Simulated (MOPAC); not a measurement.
Geometry relaxation of CH$_{4}$ (charge +1) (part 1 of 2)

System: CH$_{4}$, charge +1, multiplicity 2.
Method: PM6-D3, unrestricted, dispersion D3 (MOPAC 23.2.5).

The starting geometry was optimised with PM6-D3.

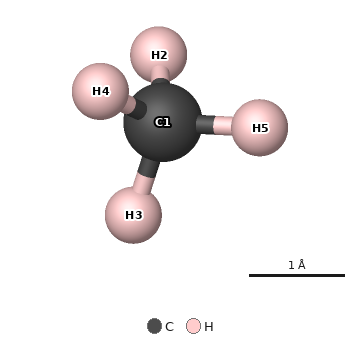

Figure 1. The structure as given in the input (ball-and-stick view, seen at a tilt; atoms are numbered from 1 in the order of the input). Bond lengths as drawn: C–H 1.08 Å.

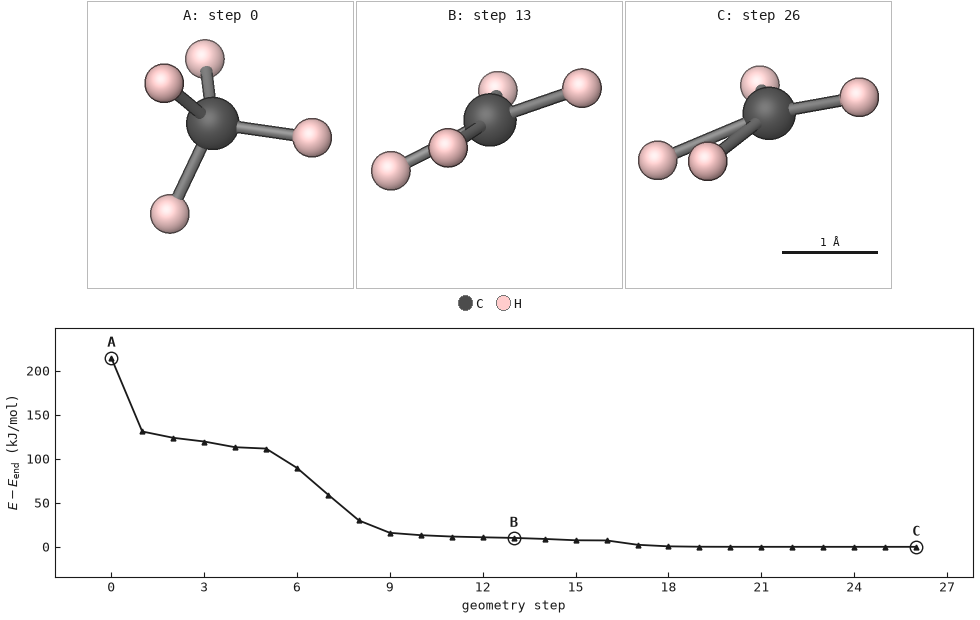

Figure 2. Frames of the relaxation (ball-and-stick view, seen at a tilt) above the curves, on which the letters mark them (steps are counted from 0).

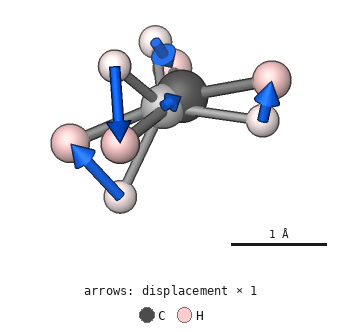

Figure 3. Start (faint) and end (solid) with the displacements as blue arrows, at true length (ball-and-stick view, seen at a tilt). The two geometries are laid on each other by the best rigid fit. The largest moves after the best rigid fit, 0.82 Å, are those of H3 and H4. Largest moves by element: H 0.82 Å, C 0.25 Å. Distances before and after: C1–H3 1.085 → 1.282 Å, C1–H2 1.085 → 1.095 Å. Among the angles that change: H3–C1–H4 109.5° → 45.4°, H2–C1–H4 109.5° → 143.0°, H2–C1–H3 109.5° → 97.7°. Over 26 geometry steps the energy falls by 214.8 kJ/mol. The largest force component goes from 5.4 to 0.0012 eV/Å. (Atoms are counted from 1 in the order of the input.)

The input that produced these results follows, with the program's output.

## The input (calc.mop)
```
PM6-D3 UHF DISP CYCLES=300 CHARGE=1 GNORM=0.05 DOUBLET AUX(PRECISION=6) T=10M THREADS=1
optimise of CH4

C -0.004067 1 -0.001116 1 0.003727 1
H 0.155532 1 -0.237303 1 1.050246 1
H -1.008416 1 0.385811 1 -0.130506 1
H 0.120235 1 -0.898627 1 -0.592472 1
H 0.716336 1 0.745570 1 -0.312368 1
```

Launched with:
```bash
mopac calc.mop
```

## The program's output
```
MOPAC v23.2.5
PM6-D3 CALCULATION RESULTS

 *  PM6-D3     - CORRECT DISPERSION USING D3 METHOD
 *  DOUBLET    - SPIN STATE DEFINED AS A DOUBLET
 *  UHF        - UNRESTRICTED HARTREE-FOCK CALCULATION
 *
 *
 *
 *                 CHARGE ON SYSTEM = +1
 *
 *
 *
 *  THREADS=1  - MULTI-THREADING NOT USED
 *  CYCLES=    - DO A MAXIMUM OF 300 STEPS
 *  GNORM      - EXIT WHEN GRADIENT NORM DROPS BELOW 0.050
 *  AUX        - OUTPUT AUXILIARY INFORMATION
 *  DISP       - PRINT DISPERSION AND HYDROGEN BOND ENERGIES
PM6-D3 UHF DISP CYCLES=300 CHARGE=1 GNORM=0.05 DOUBLET AUX(PRECISION=6) T=10M THREADS=1
 optimise of CH4

   ATOM   CHEMICAL          X               Y               Z
  NUMBER   SYMBOL      (ANGSTROMS)     (ANGSTROMS)     (ANGSTROMS)

     1       C         -0.00406700  *  -0.00111600  *   0.00372700  *
     2       H          0.15553200  *  -0.23730300  *   1.05024600  *
     3       H         -1.00841600  *   0.38581100  *  -0.13050600  *
     4       H          0.12023500  *  -0.89862700  *  -0.59247200  *
     5       H          0.71633600  *   0.74557000  *  -0.31236800  *

          CARTESIAN COORDINATES

    NO.       ATOM           X           Y           Z

     1         C         -0.0041     -0.0011      0.0037
     2         H          0.1555     -0.2373      1.0502
     3         H         -1.0084      0.3858     -0.1305
     4         H          0.1202     -0.8986     -0.5925
     5         H          0.7163      0.7456     -0.3124

           Empirical Formula: C H4  =     5 atoms

      MOLECULAR POINT GROUP   :   Td

 DOUBLET STATE CALCULATION

          UHF CALCULATION, NO. OF ALPHA ELECTRONS =    4
                           NO. OF BETA  ELECTRONS =    3

          Geometry optimization using EF

          DIAGONAL MATRIX USED AS START HESSIAN

 CYCLE:     1 TIME:   0.008 TIME LEFT: 10.00M  GRAD.:   189.164 HEAT:  299.7862
 CYCLE:     2 TIME:   0.000 TIME LEFT: 10.00M  GRAD.:    61.586 HEAT:  279.7680
 CYCLE:     3 TIME:   0.000 TIME LEFT: 10.00M  GRAD.:    61.258 HEAT:  278.0564
 CYCLE:     4 TIME:   0.000 TIME LEFT: 10.00M  GRAD.:    56.073 HEAT:  277.0451
 CYCLE:     5 TIME:   0.008 TIME LEFT: 10.00M  GRAD.:    15.994 HEAT:  275.4977
 CYCLE:     6 TIME:   0.000 TIME LEFT: 10.00M  GRAD.:    13.938 HEAT:  275.1260
 CYCLE:     7 TIME:   0.000 TIME LEFT: 10.00M  GRAD.:    52.783 HEAT:  269.8754
 CYCLE:     8 TIME:   0.000 TIME LEFT: 10.00M  GRAD.:    39.506 HEAT:  262.6478
 CYCLE:     9 TIME:   0.000 TIME LEFT: 10.00M  GRAD.:    31.705 HEAT:  255.6084
 CYCLE:    10 TIME:   0.000 TIME LEFT: 10.00M  GRAD.:    20.572 HEAT:  252.2538
 CYCLE:    11 TIME:   0.008 TIME LEFT: 10.00M  GRAD.:    11.733 HEAT:  251.6113
 CYCLE:    12 TIME:   0.000 TIME LEFT: 10.00M  GRAD.:    11.114 HEAT:  251.2413
 CYCLE:    13 TIME:   0.000 TIME LEFT: 10.00M  GRAD.:     8.190 HEAT:  251.0404
 CYCLE:    14 TIME:   0.000 TIME LEFT: 10.00M  GRAD.:     9.671 HEAT:  250.8737
 CYCLE:    15 TIME:   0.000 TIME LEFT: 10.00M  GRAD.:    16.095 HEAT:  250.5961
 CYCLE:    16 TIME:   0.008 TIME LEFT: 10.00M  GRAD.:    25.305 HEAT:  250.2318
 CYCLE:    17 TIME:   0.000 TIME LEFT: 10.00M  GRAD.:    48.462 HEAT:  250.1891
 CYCLE:    18 TIME:   0.000 TIME LEFT: 10.00M  GRAD.:    16.673 HEAT:  249.0099
 CYCLE:    19 TIME:   0.000 TIME LEFT: 10.00M  GRAD.:     8.983 HEAT:  248.5844
 CYCLE:    20 TIME:   0.000 TIME LEFT: 10.00M  GRAD.:     3.350 HEAT:  248.4781
 CYCLE:    21 TIME:   0.000 TIME LEFT: 10.00M  GRAD.:     1.763 HEAT:  248.4592
 CYCLE:    22 TIME:   0.008 TIME LEFT: 10.00M  GRAD.:     0.749 HEAT:  248.4529
 CYCLE:    23 TIME:   0.000 TIME LEFT: 10.00M  GRAD.:     0.325 HEAT:  248.4519
 CYCLE:    24 TIME:   0.000 TIME LEFT: 10.00M  GRAD.:     0.093 HEAT:  248.4518
 CYCLE:    25 TIME:   0.000 TIME LEFT: 10.00M  GRAD.:     0.055 HEAT:  248.4518
 CYCLE:    26 TIME:   0.008 TIME LEFT: 10.00M  GRAD.:     0.057 HEAT:  248.4518
 CYCLE:    27 TIME:   0.000 TIME LEFT: 10.00M  GRAD.:     0.039 HEAT:  248.4518

     GRADIENT =  0.03945 IS LESS THAN CUTOFF =  0.05000

 -------------------------------------------------------------------------------
 PM6-D3 UHF DISP CYCLES=300 CHARGE=1 GNORM=0.05 DOUBLET AUX(PRECISION=6) T=10M THREADS=1
 optimise of CH4

     GEOMETRY OPTIMISED USING EIGENVECTOR FOLLOWING (EF).
     SCF FIELD WAS ACHIEVED

                              PM6-D3 CALCULATION

          FINAL HEAT OF FORMATION =        248.45176 KCAL/MOL =    1039.52216 KJ/MOL

          TOTAL ENERGY            =      -3824.77011 KCAL/MOL = ELECTRONIC ENERGY + CORE-CORE REPULSION
          ENERGY OF ATOMS         =       4073.35360 KCAL/MOL
                              SUM =        248.58349 KCAL/MOL
          DISPERSION ENERGY       =         -0.13173 KCAL/MOL
                              SUM =        248.45176 KCAL/MOL = FINAL HEAT OF FORMATION

          TOTAL ENERGY            =       -165.85773 EV
          ELECTRONIC ENERGY       =       -372.32393 EV
          CORE-CORE REPULSION     =        206.46620 EV
          COSMO AREA              =         56.49 SQUARE ANGSTROMS
          COSMO VOLUME            =         38.63 CUBIC ANGSTROMS

          GRADIENT NORM           =          0.03945          =       0.01764 PER ATOM
          IONIZATION POTENTIAL    =         18.538526 EV
          ALPHA SOMO LUMO (EV)    =        -18.539 -5.804
          BETA  SOMO LUMO (EV)    =        -22.359 -7.701
          NO. OF ALPHA ELECTRONS  =          4
          NO. OF BETA  ELECTRONS  =          3
          MOLECULAR WEIGHT        =         16.0426         POINT GROUP:  C2v

          MOLECULAR DIMENSIONS (Angstroms)

            Atom       Atom       Distance
            H     4    H     2     2.25479
            H     5    H     3     2.21529
            H     5    H     4     0.04080

          SCF CALCULATIONS        =         28

          WALL-CLOCK TIME         =      0.055 SECONDS
          COMPUTATION TIME        =      0.023 SECONDS

   ATOM   CHEMICAL          X               Y               Z
  NUMBER   SYMBOL      (ANGSTROMS)     (ANGSTROMS)     (ANGSTROMS)

     1       C          0.11856780  *   0.05264342  *   0.10711465  *
     2       H         -0.07175703  *   0.16557803  *   1.17907674  *
     3       H         -1.05690995  *  -0.32713493  *  -0.23684986  *
     4       H         -0.42141269  *  -0.32011464  *  -0.99484423  *
     5       H          1.11042154  *   0.29154071  *  -0.28938509  *

                             CARTESIAN COORDINATES

   1    C        0.118567796     0.052643422     0.107114646
   2    H       -0.071757035     0.165578031     1.179076741
   3    H       -1.056909948    -0.327134928    -0.236849862
   4    H       -0.421412689    -0.320114642    -0.994844225
   5    H        1.110421537     0.291540709    -0.289385087

           Empirical Formula: C H4  =     5 atoms

      MOLECULAR POINT GROUP   :   C2v

          ALPHA EIGENVALUES
 -33.29337 -24.29386 -22.75732 -18.53853  -5.80360  -4.94457  -1.76655  -1.68258

           BETA EIGENVALUES
 -32.91186 -23.97139 -22.35921  -7.70097  -5.39087  -5.04084  -1.54578  -1.46576

              NET ATOMIC CHARGES AND DIPOLE CONTRIBUTIONS

  ATOM NO.   TYPE          CHARGE      No. of ELECS.   s-Pop       p-Pop
    1          C          -0.299352        4.2994     1.16389     3.13546
    2          H           0.291438        0.7086     0.70856
    3          H           0.358178        0.6418     0.64182
    4          H           0.358326        0.6417     0.64167
    5          H           0.291409        0.7086     0.70859
 DIPOLE           X         Y         Z       TOTAL
 POINT-CHG.    -1.554    -0.682    -1.310     2.144
 HYBRID        -0.536    -0.235    -0.452     0.739
 SUM           -2.090    -0.917    -1.762     2.883

          ATOMIC ORBITAL ELECTRON POPULATIONS

     Atom    s        px        py        pz
    1  C   1.16389   1.04049   0.99020   1.10477
    2  H   0.70856
    3  H   0.64182
    4  H   0.64167
    5  H   0.70859

                    (SZ)    =    0.500000
                    (S**2)  =    0.753312

          ATOMIC ORBITAL SPIN POPULATIONS

    Atom   Total    s     px     py     pz
         Atomic
    1  C  1.0946  0.023  0.113  0.899  0.059
    2  H -0.0302 -0.030
    3  H -0.0171 -0.017
    4  H -0.0171 -0.017
    5  H -0.0302 -0.030

 *                    *
 * JOB ENDED NORMALLY *
 *                    *

 TOTAL JOB TIME:             0.06 SECONDS

 == MOPAC DONE ==
```

## Trajectory as extended XYZ (Å, eV, eV/Å), 27 frames, from step=0 to step=26
```
5
Properties=species:S:1:pos:R:3:forces:R:3 step=0 energy=12.99996
C    -0.0041   -0.0011    0.0037   -0.4255   5.3905   3.6749
H     0.1555   -0.2373    1.0502    0.4809  -1.5261   0.8085
H    -1.0084    0.3858   -0.1305   -1.5360  -0.7403  -1.1784
H     0.1202   -0.8986   -0.5925    0.1928  -3.0757  -2.1077
H     0.7163    0.7456   -0.3124    1.2878  -0.0485  -1.1973
5
Properties=species:S:1:pos:R:3:forces:R:3 step=1 energy=12.13189
C    -0.0072    0.0604    0.0652   -0.3032   1.8459   0.6419
H     0.1650   -0.2937    1.0590    0.2830  -0.7781   0.6996
H    -1.0319    0.3477   -0.1917   -0.6564  -0.5824  -0.4620
H     0.1238   -0.9945   -0.6868   -0.0610  -0.2772  -0.3779
H     0.7378    0.7236   -0.3777    0.7376  -0.2082  -0.5016
5
Properties=species:S:1:pos:R:3:forces:R:3 step=2 energy=12.05767
C    -0.0117    0.1038    0.0688    0.1151  -0.4294   1.8327
H     0.1773   -0.3622    1.1430   -0.1488   0.5329  -1.6024
H    -1.0503    0.3047   -0.2196   -0.2994  -0.3278  -0.2101
H     0.1201   -1.0060   -0.7141   -0.1037   0.3434   0.1498
H     0.7630    0.6969   -0.4191    0.4367  -0.1191  -0.1699
5
Properties=species:S:1:pos:R:3:forces:R:3 step=3 energy=12.01381
C    -0.0139    0.1211    0.1274   -0.0472  -0.0429  -1.9306
H     0.1803   -0.3755    1.0613    0.0941   0.0588   0.5316
H    -1.0652    0.2704   -0.2775    0.4269  -0.2778   0.4226
H     0.1151   -0.9940   -0.7192   -0.1555   0.7405   0.3029
H     0.7875    0.6725   -0.4765   -0.3183  -0.4785   0.6735
```
